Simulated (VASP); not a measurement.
Band structure of LaAl (relaxed from the NiAs type structure, space group P6_3/mmc). These are PBE GGA, VASP's PBE PAW potentials (set 64) (plane waves; VASP) values and carry that method's errors.

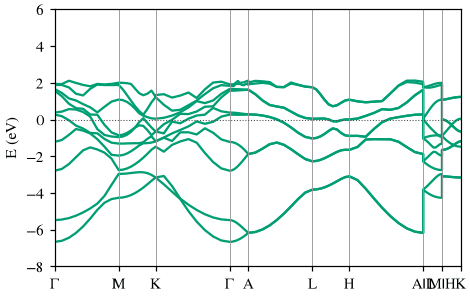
Fig. 1. Bands along high-symmetry lines, zero at the valence-band maximum or, without a gap, the Fermi level

Task: Read the plot: is there a gap, and where are the band edges?

Result: It has no gap at this level: it comes out as a metal or semimetal. (Edges off the drawn lines would not show.)

The structure was generated: LaAl was put into the NiAs type type (P6_3/mmc), which need not be its known phase. It was relaxed first, which changed the volume by -34 %.
